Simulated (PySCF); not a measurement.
# The bond of LiAl, level by level

One job finds the state of LiAl, follows it along the bond with each method and fits the curves.

Computed with PySCF 2.14.0. Level: Li 3-21G, Al 3-21G, no relativity.

**1. Set-up**

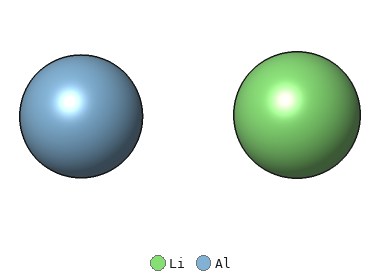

The two atoms at the starting distance (lithium green, aluminium light blue).

Settings of the job:

```json
{
 "atoms": "Li, Al",
 "charge": "0",
 "basis": "Li 3-21G, Al 3-21G",
 "Hamiltonian": "no relativity",
 "basis functions": "22",
 "electrons treated": "16",
 "masses in u": "7.0160, 26.9815",
 "levels": "PBE0, PBE, r²SCAN, r²SCANh, BLYP, B2PLYP, HSE06, HF, MP2, SCS-MP2, CCSD, CCSD(T)",
 "grid": "80 radial by 434 angular points",
 "occupations": "held fixed by the projection of orbital angular momentum",
 "dissociation limit": "Li + Al, each in its ground configuration",
 "starting distance in angstrom": "2.480",
 "values of 2S to try": "0, 2"
}
```

Started as:

```
$ OMP_NUM_THREADS=1 python dia.py task.json out
```

Further steps of the session: PBE0 along the bond; Other states along the same grid; PBE; r²SCAN (meta-GGA); r²SCANh (hybrid meta-GGA); BLYP (GGA); B2PLYP; HSE06 (range-separated hybrid); RHF; MP2 and coupled cluster.

Before running it: what results should come out? Wanted: for each run, Re; ωe; De; μ.

**Answer**, as computed:

Lowest PBE0 solution found, without spin–orbit coupling: ¹Σ⁺ (singlet), closed shell. State 2 has its PBE0 minimum 0.01 eV higher. State 3 has its PBE0 minimum 0.27 eV higher, as a spin-mixed determinant (⟨S²⟩ = 1.01), so this is no gap between pure states. The other levels ran on the lowest alone.

| level | Re (Å) | ωe (cm⁻¹) | De (eV) | μ (D) |
| --- | --- | --- | --- | --- |
| RHF | 2.958 | 301 | 0.130 | -3.65 |
| RHF-MP2 | 2.967 | 288.3 | 0.57 | n/a |
| RHF-SCS-MP2 | 2.977 | 283.4 | 0.61 | n/a |
| RHF-CCSD | 2.977 | 269.3 | 0.81 | n/a |
| RHF-CCSD(T) | 2.972 | 269.3 | 0.83 | n/a |
| PBE | 2.933 | 293.6 | 1.02 | -2.22 |
| BLYP | 2.934 | 287.2 | 1.00 | -1.87 |
| r²SCAN | 2.945 | 296.5 | 0.90 | -2.75 |
| r²SCANh | 2.938 | 299.8 | 0.88 | -2.91 |
| PBE0 | 2.918 | 304 | 0.93 | -2.89 |
| HSE06 | 2.922 | 302 | 0.94 | -2.79 |
| B2PLYP | 2.924 | 297.4 | 0.87 | -2.96 |

De is counted to Li + Al in their ground configurations. A positive dipole means Li(−)Al(+).

In words: Bond lengths run from 2.918 Å (PBE0) to 2.977 Å (RHF-SCS-MP2). Of the levels with a De here, RHF gives the least (0.130 eV) and PBE the most (1.02 eV).

Correlated steps freeze 5 core orbitals. B2PLYP dipoles, levels and charges come from its SCF part alone. The basis is very small, so these numbers show the basis as much as the molecule. T1 is 0.048 near the minimum (highest on the curve 0.050), which may point to more than one leading configuration.
